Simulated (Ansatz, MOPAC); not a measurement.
Potential energy curve for Na₂, singlet.

Levels of theory: UKS-PBE = unrestricted PBE/cc-pVTZ in Ansatz (an electronic-structure program); PM3, restricted, heats of formation (MOPAC); RKS-PBE = Ansatz with restricted PBE/cc-pVTZ.

Energies are in kcal/mol, each relative to the lowest point of its own curve near equilibrium.

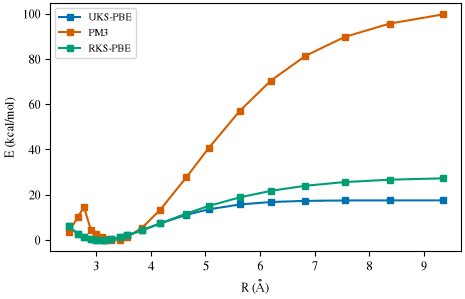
Energy against bond length for each method.

| R / Å | UKS-PBE | PM3 | RKS-PBE |
|---|---|---|---|
| 2.49 | 6.0 | 3.5 | 6.0 |
| 2.66 | 2.7 | 10.2 | 2.7 |
| 2.77 | 1.4 | 14.5 | 1.4 |
| 2.90 | 0.4 | 4.3 | 0.4 |
| 2.99 | 0.1 | 2.6 | 0.1 |
| 3.10 | 0.0 | 1.1 | 0.0 |
| 3.16 | 0.1 | 0.5 | 0.1 |
| 3.26 | 0.3 | 0.0 | 0.3 |
| 3.43 | 1.1 | 0.2 | 1.1 |
| 3.56 | 2.0 | 1.2 | 2.0 |
| 3.84 | 4.3 | 5.4 | 4.3 |
| 4.17 | 7.3 | 13.3 | 7.3 |
| 4.65 | 11.1 | 27.7 | 11.7 |
| 5.06 | 13.5 | 40.7 | 15.0 |
| 5.63 | 15.7 | 57.1 | 18.8 |
| 6.20 | 16.8 | 70.4 | 21.7 |
| 6.83 | 17.3 | 81.3 | 23.9 |
| 7.55 | 17.4 | 89.7 | 25.6 |
| 8.38 | 17.5 | 95.6 | 26.6 |
| 9.35 | 17.5 | 99.7 | 27.2 |

At the longest distance, 9.35 Å, PM3 lies highest above its minimum (99.7 kcal/mol) and UKS-PBE lowest (17.5 kcal/mol).

The unrestricted determinant behind UKS-PBE is spin-contaminated at 4.17 to 9.35 Å (<S²> up to 1.0, against 0.00 for a pure singlet). The restricted form behind PM3, RKS-PBE keeps the bonding electrons paired and can't separate into open-shell fragments.
